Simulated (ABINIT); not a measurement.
## Quasiparticle gap of LiCl (Fm-3m) in ABINIT

Aim: the G0W0 gap of LiCl (Fm-3m) on LDA, step by step.

Main program and level: ABINIT 10.8.3; LDA and many-body steps on it, plane waves.

The database entry behind the starting cell differs from later determinations by our own check (0.1 to 0.3 % short, probably kX units), so it need not match the best structure at ambient conditions.

### Step 1. The starting structure

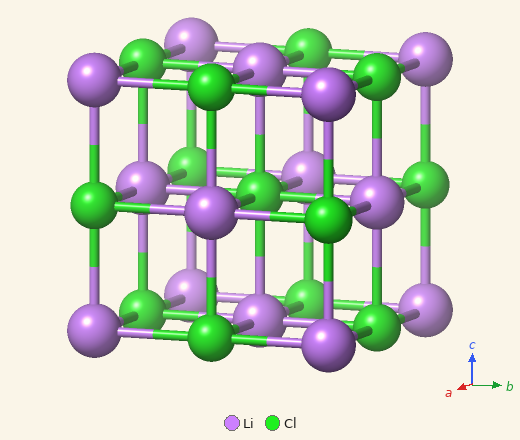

The starting structure, seen slightly off an axis (lithium purple, chlorine green). This picture shows the conventional cell, with its axes. Some periodic images of atoms are drawn too.

The cell and positions come from the Crystallography Open Database and are kept as given unless a step says otherwise.

### Step 2. Ground state

This step: ABINIT 10.8.3; DFT, LDA, plane waves, norm-conserving pseudopotentials.

The ground-state density comes first.

Input file run.abi:

```
acell 3*1.0 Angstrom
rprim 
  0.000000000000 2.564770000000 2.564770000000
  2.564770000000 0.000000000000 2.564770000000
  2.564770000000 2.564770000000 -0.000000000000
ntypat 2
znucl 3 17
natom 2
typat 1 2
xred 
  0.000000000000 0.000000000000 0.000000000000
  0.500000000000 0.500000000000 0.500000000000
pp_dirpath "pseudos"
pseudos "Li.upf, Cl.upf"
ecut 33
ngkpt 8 8 8
nshiftk 1
shiftk 0 0 0
kptopt 1
chksymbreak 0
nband 10
occopt 1
tolvrs 1e-10
nstep 60
prtwf 0
optforces 0
optstress 0
indata_prefix "in"
outdata_prefix "out"
tmpdata_prefix "tmp"
```

On the command line:

```bash
> OMP_NUM_THREADS=1 mpirun -n 4 abinit run.abi > log
```

Numbers of over 12 decimals in the logs are rounded to 6 here.

What it wrote:

```text
.Version 10.8.3 of ABINIT. v10.8.2 released Aug 2026.

 Symmetries : space group Fm -3 m (#225); Bravais cF (face-center cubic)
================================================================================
 Values of the parameters that define the memory need of the present run
     intxc =       0    ionmov =       0      iscf =       7    lmnmax =       6
     lnmax =       6     mgfft =      36  mpssoang =       3    mqgrid =    3001
     natom =       2  nloc_mem =       1    nspden =       1   nspinor =       1
    nsppol =       1      nsym =      48    n1xccc =    2501    ntypat =       2
    occopt =       1   xclevel =       1
-    mband =          10        mffmem =           1         mkmem =           8
       mpw =        2076          nfft =       46656          nkpt =          29
================================================================================
  Rough estimation (10% accuracy) of disk space for files :
================================================================================

--------------------------------------------------------------------------------
------------- Echo of variables that govern the present computation ------------
--------------------------------------------------------------------------------
 -outvars: echo values of preprocessed input variables --------
            acell      1.8897261259E+00  1.8897261259E+00  1.8897261259E+00 Bohr

      chksymbreak           0
             ecut      3.30000000E+01 Hartree
-          fftalg         312

              ixc       -1012
              kpt      0.00000000E+00  0.00000000E+00  0.00000000E+00
                       1.25000000E-01  0.00000000E+00  0.00000000E+00
                       2.50000000E-01  0.00000000E+00  0.00000000E+00
                       3.75000000E-01  0.00000000E+00  0.00000000E+00
                       5.00000000E-01  0.00000000E+00  0.00000000E+00
                       1.25000000E-01  1.25000000E-01  0.00000000E+00
                       2.50000000E-01  1.25000000E-01  0.00000000E+00
                       3.75000000E-01  1.25000000E-01  0.00000000E+00
                       5.00000000E-01  1.25000000E-01  0.00000000E+00
   [... 18 further rows ...]
                      -3.75000000E-01  5.00000000E-01  1.25000000E-01
                      -2.50000000E-01  5.00000000E-01  2.50000000E-01
         kptrlatt        8    0    0      0    8    0      0    0    8
          kptrlen      5.48342967E+01
P           mkmem           8
            natom           2
            nband          10
            ngfft          36      36      36
             nkpt          29
            nstep          60
             nsym          48
           ntypat           2
              occ      2.000000  2.000000  2.000000  2.000000  2.000000  0.000000
                       0.000000  0.000000  0.000000  0.000000
        optforces           0
        optstress           0
            prtwf           0
            rprim      0.0000000000E+00  2.5647700000E+00  2.5647700000E+00
[...]
spgroup         225

           tolvrs      1.00000000E-10

             xred      0.0000000000E+00  0.0000000000E+00  0.0000000000E+00
[...]
znucl        3.00000   17.00000

================================================================================

 chkinp: Checking input parameters for consistency.

================================================================================
== DATASET  1 ==================================================================
-   mpi_nproc: 4, omp_nthreads: 1 (-1 if OMP is not activated)

--- !DatasetInfo
iteration_state: {dtset: 1, }
dimensions: {natom: 2, nkpt: 29, mband: 10, nsppol: 1, nspinor: 1, nspden: 1, mpw: 2076, }
cutoff_energies: {ecut:  33.0, pawecutdg:  -1.0, }
electrons: {nelect:   1.00000000E+01, charge:   0.00000000E+00, occopt:   1.00000000E+00, tsmear:   1.00000000E-02, }

 Real(R)+Recip(G) space primitive vectors, cartesian coordinates (Bohr,Bohr^-1):
 R(1)=  0.0000000  4.8467129  4.8467129  G(1)= -0.1031627  0.1031627  0.1031627
 R(2)=  4.8467129  0.0000000  4.8467129  G(2)=  0.1031627 -0.1031627  0.1031627
 R(3)=  4.8467129  4.8467129  0.0000000  G(3)=  0.1031627  0.1031627 -0.1031627
 Unit cell volume ucvol=  2.2770464E+02 bohr^3
 Angles (23,13,12)=  6.00000000E+01  6.00000000E+01  6.00000000E+01 degrees

 getcut: wavevector=  0.0000  0.0000  0.0000  ngfft=  36  36  36
         ecut(hartree)=     33.000   => boxcut(ratio)=   2.03104

--- Pseudopotential description ------------------------------------------------
- Li Generated using ONCVPSP code by D. R. Hamann
-  3.00000   3.00000  180309                  znucl, zion, pspdat
12 -1012 1 -1 1944                            pspcod,pspxc,lmax,lloc,mmax
     nproj     2     2     0
  pspatm : epsatm=    2.61415252
         --- l  ekb(1:nproj) -->
[...]
pspatm: atomic psp has been read  and splines computed

- Cl Generated using ONCVPSP code by D. R. Hamann
- 17.00000   7.00000  180309                  znucl, zion, pspdat
12 -1012 2 -1 1016                            pspcod,pspxc,lmax,lloc,mmax
     nproj     2     2     2
  pspatm : epsatm=    8.88507506
         --- l  ekb(1:nproj) -->
[...]
2   -2.920207   -0.831515
 pspatm: atomic psp has been read  and splines computed

   1.14992276E+02                                ecore*ucvol(ha*bohr**3)
--------------------------------------------------------------------------------

_setup2: Arith. and geom. avg. npw (full set) are    2061.986    2061.975

================================================================================

--- !BeginCycle
iteration_state: {dtset: 1, }
solver: {iscf: 7, nstep: 60, nline: 4, wfoptalg: 0, }
tolerances: {tolvrs: 1.00E-10, }

     iter   Etot(hartree)      deltaE(h)  residm     vres2
 ETOT  1  -23.641098536152    -2.364E+01 9.250E-02 1.535E+01
 ETOT  2  -23.652893611482    -1.180E-02 5.402E-03 1.514E+00
 ETOT  3  -23.653220055011    -3.264E-04 5.006E-04 3.349E-02
 ETOT  4  -23.653223012686    -2.958E-06 3.313E-04 7.003E-04
 ETOT  5  -23.653223039321    -2.663E-08 1.223E-04 1.371E-06
 ETOT  6  -23.653223039481    -1.602E-10 1.546E-04 7.959E-08
 ETOT  7  -23.653223039489    -8.210E-12 5.053E-05 4.194E-10
 ETOT  8  -23.653223039489     1.101E-13 6.118E-05 3.813E-12

 At SCF step    8       vres2   =  3.81E-12 < tolvrs=  1.00E-10 =>converged.

--- !ResultsGS
iteration_state: {dtset: 1, }
comment   : Summary of ground state results
lattice_vectors:
- [  0.0000000,   4.8467129,   4.8467129, ]
- [  4.8467129,   0.0000000,   4.8467129, ]
- [  4.8467129,   4.8467129,  -0.0000000, ]
lattice_lengths: [   6.85429,    6.85429,    6.85429, ]
lattice_angles: [ 60.000,  60.000,  60.000, ] # degrees, (23, 13, 12)
lattice_volume:   2.2770464E+02
convergence: {deltae:  1.101E-13, res2:  3.813E-12, residm:  6.118E-05, diffor:  0.000E+00, }
etotal    :  -2.36532230E+01
entropy   :   0.00000000E+00
fermie    :   3.01875738E-03
cartesian_stress_tensor: null
pressure_GPa: null
xred      :
- [  0.0000E+00,   0.0000E+00,   0.0000E+00, Li]
- [  5.0000E-01,   5.0000E-01,   5.0000E-01, Cl]
cartesian_forces: null
force_length_stats: {min: null, max: null, mean: null, }

 Integrated electronic density in atomic spheres:
 ------------------------------------------------
 Atom  Sphere_radius  Integrated_density
    1        2.00000          2.18047985
    2        2.00000          5.05706502
================================================================================

 ----iterations are completed or convergence reached----

 Mean square residual over all n,k,spin=   38.223E-08; max=  61.179E-06
 reduced coordinates (array xred) for    2 atoms
       0.000000000000      0.000000000000      0.000000000000
       0.500000000000      0.500000000000      0.500000000000
 rms dE/dt=  0.0000E+00; max dE/dt=  0.0000E+00; dE/dt below (all hartree)
    1       0.000000000000      0.000000000000      0.000000000000
    2       0.000000000000      0.000000000000      0.000000000000

 cartesian coordinates (angstrom) at end:
    1      0.000000     0.000000     0.000000
    2      2.564770     2.564770     2.564770
 length scales=  1.889726125908  1.889726125908  1.889726125908 bohr
              =  1.000000000000  1.000000000000  1.000000000000 angstroms
 prteigrs : about to open file out_EIG
 Fermi (or HOMO) energy (hartree) =   0.00302   Average Vxc (hartree)=  -0.33947
 Eigenvalues (hartree) for nkpt=  29  k points:
 kpt#   1, nband= 10, wtk=  0.00195, kpt=  0.0000  0.0000  0.0000 (reduced coord)
  -1.55651   -0.48741    0.00302    0.00302    0.00302    0.22311    0.42866    0.42866
   0.42866    0.52251
 prteigrs : prtvol=0 or 1, do not print more k-points.

--- !EnergyTerms
iteration_state     : {dtset: 1, }
comment             : Components of total free energy in Hartree
kinetic             :  1.06959156467139E+01
hartree             :  3.74957798508214E+00
xc                  : -6.08154607058946E+00
Ewald energy        : -1.60774317274495E+01
psp_core            :  5.05006299991452E-01
local_psp           : -1.42268650828222E+01
non_local_psp       : -2.21788009041570E+00
total_energy        : -2.36532230394894E+01
total_energy_eV     : -6.43636988089881E+02
band_energy         : -4.31621796700374E+00

== END DATASET(S) ==============================================================
================================================================================

 -outvars: echo values of variables after computation  --------
           etotal     -2.3653223039E+01
            nband          10
             nkpt          29
          spgroup         225
 [... the other variables as echoed above ...]

 Calculation completed.
```

Wall time 4.9 s (4 MPI ranks of Arm Neoverse V2, shared host); peak memory 0.27 GiB.

This step gave:

```
total energy               : -643.6370 eV
gap                        : 5.989 eV
k of the valence top       : 0, 0, 0
k of the conduction bottom : 0, 0, 0
least direct gap           : 5.989 eV
```

The gap is direct, at Γ.

### Step 3. Bands along the symmetry lines

Levels along a band path, at the cheap level, show where the edges lie and whether the meshes to come will hold them.

Input file run.abi:

```
acell 3*1.0 Angstrom
rprim 
  0.000000000000 2.564770000000 2.564770000000
  2.564770000000 0.000000000000 2.564770000000
  2.564770000000 2.564770000000 -0.000000000000
ntypat 2
znucl 3 17
natom 2
typat 1 2
xred 
  0.000000000000 0.000000000000 0.000000000000
  0.500000000000 0.500000000000 0.500000000000
pp_dirpath "pseudos"
pseudos "Li.upf, Cl.upf"
ecut 33
iscf -2
irdden 1
kptopt 0
nkpt 50
kpt 
  0.00000000 0.00000000 0.00000000
  0.06250000 0.00000000 0.06250000
  0.12500000 0.00000000 0.12500000
  0.18750000 0.00000000 0.18750000
  0.25000000 0.00000000 0.25000000
  0.31250000 0.00000000 0.31250000
  0.37500000 0.00000000 0.37500000
  0.43750000 0.00000000 0.43750000
  0.50000000 0.00000000 0.50000000
  0.51562500 0.03125000 0.51562500
  0.53125000 0.06250000 0.53125000
  0.54687500 0.09375000 0.54687500
  0.56250000 0.12500000 0.56250000
  0.57812500 0.15625000 0.57812500
  0.59375000 0.18750000 0.59375000
  0.60937500 0.21875000 0.60937500
  0.62500000 0.25000000 0.62500000
  0.37500000 0.37500000 0.75000000
  0.32812500 0.32812500 0.65625000
  0.28125000 0.28125000 0.56250000
  0.23437500 0.23437500 0.46875000
  0.18750000 0.18750000 0.37500000
  0.14062500 0.14062500 0.28125000
  0.09375000 0.09375000 0.18750000
  0.04687500 0.04687500 0.09375000
  0.00000000 0.00000000 0.00000000
  0.06250000 0.06250000 0.06250000
  0.12500000 0.12500000 0.12500000
  0.18750000 0.18750000 0.18750000
  0.25000000 0.25000000 0.25000000
  0.31250000 0.31250000 0.31250000
  0.37500000 0.37500000 0.37500000
  0.43750000 0.43750000 0.43750000
  0.50000000 0.50000000 0.50000000
  0.50000000 0.46875000 0.53125000
  0.50000000 0.43750000 0.56250000
  0.50000000 0.40625000 0.59375000
  0.50000000 0.37500000 0.62500000
  0.50000000 0.34375000 0.65625000
  0.50000000 0.31250000 0.68750000
  0.50000000 0.28125000 0.71875000
  0.50000000 0.25000000 0.75000000
  0.50000000 0.21875000 0.71875000
  0.50000000 0.18750000 0.68750000
  0.50000000 0.15625000 0.65625000
  0.50000000 0.12500000 0.62500000
  0.50000000 0.09375000 0.59375000
  0.50000000 0.06250000 0.56250000
  0.50000000 0.03125000 0.53125000
  0.50000000 0.00000000 0.50000000
istwfk *1
nband 12
nbdbuf 2
tolwfr 1e-08
nstep 40
prtwf 0
prtvol 0
indata_prefix "in"
outdata_prefix "out"
tmpdata_prefix "tmp"
```

What it wrote:

```text
.Version 10.8.3 of ABINIT. v10.8.2 released Aug 2026.

 Symmetries : space group Fm -3 m (#225); Bravais cF (face-center cubic)
[... echo of the input left out ...]
== DATASET  1 ==================================================================
-   mpi_nproc: 4, omp_nthreads: 1 (-1 if OMP is not activated)

--- !DatasetInfo
iteration_state: {dtset: 1, }
dimensions: {natom: 2, nkpt: 50, mband: 12, nsppol: 1, nspinor: 1, nspden: 1, mpw: 2085, }
cutoff_energies: {ecut:  33.0, pawecutdg:  -1.0, }
electrons: {nelect:   1.00000000E+01, charge:   0.00000000E+00, occopt:   1.00000000E+00, tsmear:   1.00000000E-02, }

 Real(R)+Recip(G) space primitive vectors, cartesian coordinates (Bohr,Bohr^-1):
 R(1)=  0.0000000  4.8467129  4.8467129  G(1)= -0.1031627  0.1031627  0.1031627
 R(2)=  4.8467129  0.0000000  4.8467129  G(2)=  0.1031627 -0.1031627  0.1031627
 R(3)=  4.8467129  4.8467129  0.0000000  G(3)=  0.1031627  0.1031627 -0.1031627
 Unit cell volume ucvol=  2.2770464E+02 bohr^3
 Angles (23,13,12)=  6.00000000E+01  6.00000000E+01  6.00000000E+01 degrees

 getcut: wavevector=  0.0000  0.0000  0.0000  ngfft=  36  36  36
         ecut(hartree)=     33.000   => boxcut(ratio)=   2.03104

--- Pseudopotential description ------------------------------------------------
- Li Generated using ONCVPSP code by D. R. Hamann
-  3.00000   3.00000  180309                  znucl, zion, pspdat
12 -1012 1 -1 1944                            pspcod,pspxc,lmax,lloc,mmax
     nproj     2     2     0
  pspatm : epsatm=    2.61415252
         --- l  ekb(1:nproj) -->
             0   -4.854561   -1.448487
             1   -2.179236   -0.444438
 pspatm: atomic psp has been read  and splines computed

- Cl Generated using ONCVPSP code by D. R. Hamann
- 17.00000   7.00000  180309                  znucl, zion, pspdat
12 -1012 2 -1 1016                            pspcod,pspxc,lmax,lloc,mmax
     nproj     2     2     2
  pspatm : epsatm=    8.88507506
         --- l  ekb(1:nproj) -->
             0    8.195043    0.715728
[...]
pspatm: atomic psp has been read  and splines computed

--------------------------------------------------------------------------------

================================================================================
 prteigrs : about to open file out_EIG
 Non-SCF case, kpt    1 (  0.00000  0.00000  0.00000), residuals and eigenvalues=
  7.96E-09  7.21E-09  1.41E-09  2.55E-09  5.12E-09  2.96E-09  4.89E-09  7.49E-09
  7.85E-09  6.22E-09  4.06E-05  3.70E-06
 -1.5565E+00 -4.8741E-01  3.0188E-03  3.0188E-03  3.0188E-03  2.2311E-01
  4.2866E-01  4.2866E-01  4.2866E-01  5.2225E-01  5.2314E-01  5.2502E-01
 Non-SCF case, kpt    2 (  0.06250  0.00000  0.06250), residuals and eigenvalues=
  4.23E-09  6.60E-09  1.71E-09  1.17E-09  6.35E-09  1.48E-09  6.60E-09  6.27E-09
  5.81E-09  2.73E-09  3.35E-05  7.15E-09
 -1.5565E+00 -4.8643E-01 -1.8612E-03  1.1805E-03  1.1805E-03  2.3014E-01
[...]
Non-SCF case, kpt    3 (  0.12500  0.00000  0.12500), residuals and eigenvalues=
  1.18E-09  7.93E-09  5.43E-09  1.04E-09  2.69E-09  1.02E-09  7.59E-09  6.80E-09
  5.09E-09  6.46E-09  2.11E-04  1.39E-08
[...]
Non-SCF case, kpt   49 (  0.50000  0.03125  0.53125), residuals and eigenvalues=
[...]
Non-SCF case, kpt   50 (  0.50000  0.00000  0.50000), residuals and eigenvalues=
[...]
-1.5563E+00 -4.5657E-01 -1.0689E-01 -3.8766E-02 -3.8766E-02  2.8169E-01
  2.9533E-01  4.4743E-01  5.0772E-01  5.0772E-01  6.0771E-01  6.6064E-01

--- !ResultsGS
iteration_state: {dtset: 1, }
comment   : Summary of ground state results
lattice_vectors:
- [  0.0000000,   4.8467129,   4.8467129, ]
- [  4.8467129,   0.0000000,   4.8467129, ]
- [  4.8467129,   4.8467129,  -0.0000000, ]
lattice_lengths: [   6.85429,    6.85429,    6.85429, ]
lattice_angles: [ 60.000,  60.000,  60.000, ] # degrees, (23, 13, 12)
lattice_volume:   2.2770464E+02
convergence: {deltae:  0.000E+00, res2:  0.000E+00, residm:  9.875E-09, diffor:  0.000E+00, }
etotal    :  -2.36532230E+01
entropy   :   0.00000000E+00
fermie    :   3.01875738E-03
cartesian_stress_tensor: null
pressure_GPa: null
xred      :
- [  0.0000E+00,   0.0000E+00,   0.0000E+00, Li]
- [  5.0000E-01,   5.0000E-01,   5.0000E-01, Cl]
cartesian_forces: null
force_length_stats: {min: null, max: null, mean: null, }

 Integrated electronic density in atomic spheres:
 ------------------------------------------------
 Atom  Sphere_radius  Integrated_density
[...]
================================================================================

 ----iterations are completed or convergence reached----

 Mean square residual over all n,k,spin=   47.210E-10; max=  98.754E-10
 reduced coordinates (array xred) for    2 atoms
       0.000000000000      0.000000000000      0.000000000000
       0.500000000000      0.500000000000      0.500000000000

 cartesian coordinates (angstrom) at end:
[...]
length scales=  1.889726125908  1.889726125908  1.889726125908 bohr
              =  1.000000000000  1.000000000000  1.000000000000 angstroms
 prteigrs : about to open file out_EIG
 Eigenvalues (hartree) for nkpt=  50  k points:
 kpt#   1, nband= 12, wtk=  1.00000, kpt=  0.0000  0.0000  0.0000 (reduced coord)
[...]
kpt#   2, nband= 12, wtk=  1.00000, kpt=  0.0625  0.0000  0.0625 (reduced coord)
[...]
kpt#   3, nband= 12, wtk=  1.00000, kpt=  0.1250  0.0000  0.1250 (reduced coord)
[...]
kpt#  49, nband= 12, wtk=  1.00000, kpt=  0.5000  0.0313  0.5313 (reduced coord)
  -1.55634   -0.45659   -0.10639   -0.03966   -0.03870    0.28279    0.29700    0.44598
   0.50009    0.50875    0.61496    0.65947
 kpt#  50, nband= 12, wtk=  1.00000, kpt=  0.5000  0.0000  0.5000 (reduced coord)
  -1.55634   -0.45657   -0.10689   -0.03877   -0.03877    0.28169    0.29533    0.44743
   0.50772    0.50772    0.60771    0.66064

== END DATASET(S) ==============================================================
================================================================================

 -outvars: echo values of variables after computation  --------
            nband          12
             nkpt          50
          spgroup         225
 [... the other variables as echoed above ...]

 Calculation completed.
```

It took 4.6 s on 4 MPI ranks; peak memory 0.25 GiB.

This step gave:

- gap: 5.985 eV
- k of the valence top: 0.0938, 0.0938, 0.1875
- k of the conduction bottom: 0, 0, 0
- least direct gap: 5.989 eV

The gap is 5.985 eV, −0.004 eV from the run before at this level.

The electronic bands at the labelled points (eV, zero at the top of the highest filled band; v1 is the highest filled band, c1 the lowest empty one):

| point | v4 | v3 | v2 | v1 | c1 | c2 | c3 | c4 |
| --- | --- | --- | --- | --- | --- | --- | --- | --- |
| Γ | -13.35 | 0.00 | 0.00 | 0.00 | 5.99 | 11.58 | 11.58 | 11.58 |
| X | -12.51 | -2.99 | -1.14 | -1.14 | 7.58 | 7.95 | 12.09 | 13.73 |
| U | -12.54 | -2.57 | -1.84 | -0.86 | 7.75 | 9.63 | 11.11 | 11.39 |
| jump to K | -12.54 | -2.57 | -1.84 | -0.86 | 7.75 | 9.63 | 11.11 | 11.39 |
| Γ | -13.35 | 0.00 | 0.00 | 0.00 | 5.99 | 11.58 | 11.58 | 11.58 |
| L | -12.76 | -2.90 | -0.26 | -0.26 | 6.39 | 9.14 | 9.14 | 12.66 |
| W | -12.52 | -2.20 | -2.20 | -1.09 | 9.26 | 9.77 | 10.11 | 10.11 |
| X | -12.51 | -2.99 | -1.14 | -1.14 | 7.58 | 7.95 | 12.09 | 13.73 |

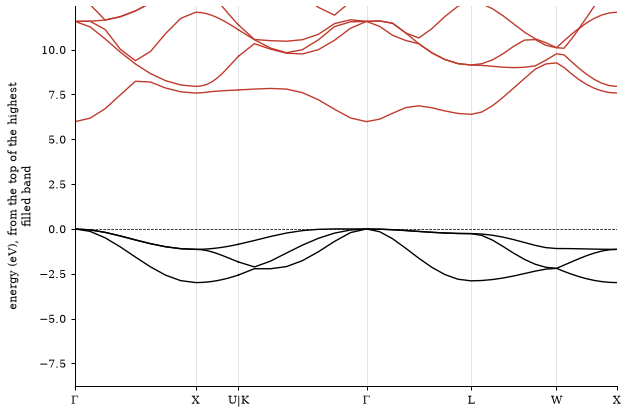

Electronic bands along the path; lines of filled and empty bands in two colours.

(Continued in part 2 of 2.)

[Paths, hosts, dates, memory and timing lines, banners, echoed tables and standing remarks are left out of the program output.]

[Logs are printed without paths, hosts, clocks, repeated set-up lines and the standing remarks that a program may print on its own settings, such as how far it seeks lower states.]

[Runs of the session that timed out or met a known fault of the program may be left out.]

[Hosts, paths, dates, database ids (printed as entryN), source tags and the programs' standing remarks are cut or masked in the printed files.]

[G0W0 gaps are taken among the corrected bands and points alone; a level outside them can change the order at an edge.]

[Where Ansatz stands beside ABINIT at settings called matched, ABINIT's density can come from a denser mesh and the files from another edition; pairs whose starting gaps differed by over 0.03 eV were left out, so agreement reads better than it is.]
